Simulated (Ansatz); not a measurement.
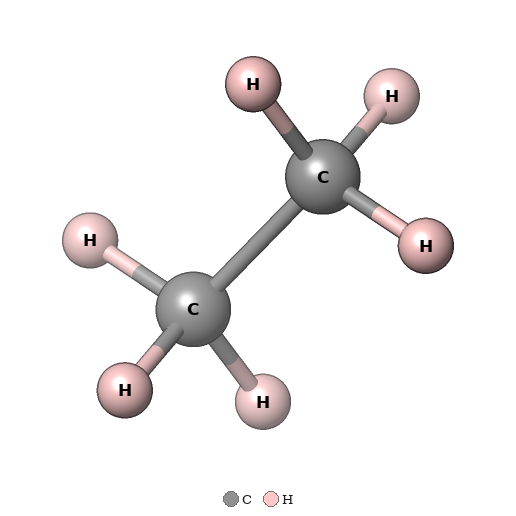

Distant atoms are faded towards the background colour. The geometry was computed by an optimisation with PBE0-D4/def2-TZVP.

**Which symmetry elements does this geometry have?**

It has 1 C3 axis, 3 C2 axes, 1 S6 axis, 3 mirror planes and a centre of inversion, so the point group is D3d. The group has 12 operations. The geometry is achiral, and symmetry forbids a dipole moment.
